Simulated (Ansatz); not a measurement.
# CH3BFNO (SMILES NC1(F)BO1) at RPA@PBE/6-31G(d) (spherical functions)

Aim: the energy change on altering one bond length of CH3BFNO at RPA@PBE/6-31G* (spherical functions), from 2 runs. 

Program for the calculation: Ansatz 0.2.0.

151 further runs of the same task are left out: 151 set aside as unsound or not needed.

### Step 1. The system as given

The species is CH3BFNO (8 atoms), meant as a singlet with charge 0. As SMILES, `NC1(F)BO1`. Geometry: relaxed at PBE0-D4/def2-TZVP. This is one conformer, not always the lowest.

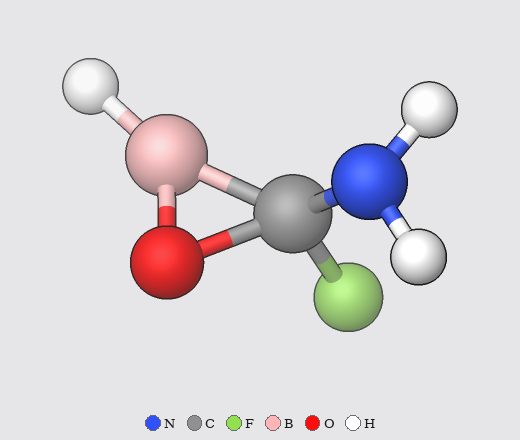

The structure, seen from a chosen angle (nitrogen blue, carbon grey, fluorine green, boron pink, oxygen red, hydrogen white).

### Step 2. A single-point energy at RPA@PBE/6-31G(d) (spherical functions)

Input file in.yaml:

```yaml
crystal:
  periodic: [false, false, false]
  atoms:
    - {symbol: N, position_ang: [-0.431000, 1.148400, 0.184600]}
    - {symbol: C, position_ang: [0.054100, -0.061200, -0.289600]}
    - {symbol: F, position_ang: [0.122100, -0.132700, -1.658300]}
    - {symbol: B, position_ang: [0.337600, -1.307200, 0.515100]}
    - {symbol: O, position_ang: [1.346900, -0.473000, 0.255300]}
    - {symbol: H, position_ang: [-1.439500, 1.170100, 0.211400]}
    - {symbol: H, position_ang: [-0.075300, 1.941600, -0.336200]}
    - {symbol: H, position_ang: [0.177200, -2.343100, 1.061900]}
basis:
  gaussian: {orbitals: 6-31G_st_-spherical.json}
correlation: {method: rpa, frozen_orbitals: {B: 1, C: 1, F: 1, H: 0, "N": 1, O: 1}}
hamiltonian: {xc: pbe}
accuracy: high
```

The basis set 6-31G* is read from a file made from the Basis Set Exchange's data (not shown).

Command:

```sh
$ ansatz run in.yaml --threads 1 --pin off --max-ram 3480MiB --events-out events.jsonl --progress --plain --runs-dir runs
```

Output:

```text
Warning: RAYON_NUM_THREADS=1 ignored (pool sized by the plan → 1); use --threads N
Functional definition: PBE
  name "PBE"
  parameter kappa = 0.804
  parameter beta = 0.06672455060314922
  exchange = pbe_x(kappa = kappa, mu = beta*pi^2/3)
  correlation = pbe_c(beta = beta)
1806 factors; integrals over basis functions are off by at most 3.0e-9 eV
mean field evaluation 1: about -7999.3746 eV, gradient 6.1e1 eV
mean field evaluation 2: about -7999.3592 eV, gradient 6.1e1 eV
mean field evaluation 4: about -8004.4179 eV, gradient 3.2e1 eV
mean field evaluation 8: about -8006.3679 eV, gradient 6.4e-1 eV
mean field evaluation 16: about -8006.3675 eV, gradient 1.1e-4 eV
mean field -8006.36749093 eV, -294.2285783808 hartree, gradient 5.7e-8 eV, S^2 0.000000; 0 other end points of the search recorded, 0 dependent functions left out
5 core orbitals not correlated: weight in the atoms' cores, before any rotation towards them, 1.000 or more for the frozen orbitals, at most 0.000 for the correlated occupied ones
reference -7972.40396532 eV, -292.9804418360 hartree; 14, 14 occupied and 57, 57 virtual orbitals, 1806 factors
Total energy: -8001.51025494 eV, -294.0500782506 hartree
```

It took 9.3 s on 1 thread of Arm Neoverse V2, shared host; peak memory 0.28 GiB.

### Step 3. The distorted shape

Input file job.yaml:

```yaml
crystal:
  periodic: [false, false, false]
  atoms:
    - symbol: N
      position_ang: [-0.503778, 1.329872, 0.255742]
    - symbol: C
      position_ang: [0.054100, -0.061200, -0.289600]
    - symbol: F
      position_ang: [0.122100, -0.132700, -1.658300]
    - symbol: B
      position_ang: [0.337600, -1.307200, 0.515100]
    - symbol: O
      position_ang: [1.346900, -0.473000, 0.255300]
    - symbol: H
      position_ang: [-1.512278, 1.351572, 0.282542]
    - symbol: H
      position_ang: [-0.148078, 2.123072, -0.265058]
    - symbol: H
      position_ang: [0.177200, -2.343100, 1.061900]
basis:
  gaussian:
    orbitals: 6-31G_st_-spherical.json
hamiltonian:
  xc: {name: PBE}
correlation:
  method: rpa
  frozen_orbitals: {B: 1, C: 1, F: 1, H: 0, "N": 1, O: 1}
accuracy: high
```

The basis set 6-31G* is read from a file made from the Basis Set Exchange's data (not shown).

Command:

```sh
$ ansatz run job.yaml --threads 1 --pin off --max-ram 3480MiB --events-out events.jsonl --progress --plain --runs-dir runs
```

Output, cut to the lines that bear on the results:

```text
Warning: RAYON_NUM_THREADS=1 ignored (pool sized by the plan → 1); use --threads N
[... 6 set-up lines as earlier in the session ...]
1793 factors; integrals over basis functions are off by at most 3.2e-9 eV
mean field evaluation 1: about -7998.8543 eV, gradient 6.1e1 eV
mean field evaluation 2: about -7998.8402 eV, gradient 6.1e1 eV
mean field evaluation 4: about -8004.2468 eV, gradient 2.9e1 eV
mean field evaluation 8: about -8005.8888 eV, gradient 3.0e-1 eV
mean field evaluation 16: about -8005.8879 eV, gradient 1.8e-5 eV
mean field -8005.88791063 eV, -294.2109541298 hartree, gradient 4.2e-8 eV, S^2 0.000000; 1 other end points of the search recorded, 0 dependent functions left out
5 core orbitals not correlated: weight in the atoms' cores, before any rotation towards them, 1.000 or more for the frozen orbitals, at most 0.000 for the correlated occupied ones
reference -7971.69975841 eV, -292.9545627094 hartree; 14, 14 occupied and 57, 57 virtual orbitals, 1793 factors
Total energy: -8001.06471272 eV, -294.0337048760 hartree
```

Run time: 11 s. Hardware: 1 thread of Arm Neoverse V2, shared host; peak memory 0.27 GiB.

### Step 4. Results

At RPA@PBE/6-31G* (spherical functions), 5 core orbitals frozen:

```
                                                         quantity          value
                                        first shape: total energy  -294.05008 Eh
                    first shape: RPA correlation energy (valence)    -1069.6 mEh
                                    distorted shape: total energy  -294.03370 Eh
                distorted shape: RPA correlation energy (valence)    -1079.1 mEh
energy change with the N1–C2 bond stretched from 1.387 to 1.595 Å       0.446 eV
```

**Reading.** With the N1–C2 bond stretched from 1.387 to 1.595 Å the energy rises by 0.45 eV (10.3 kcal/mol). The first shape isn't relaxed at this level, so the change isn't measured from a minimum.
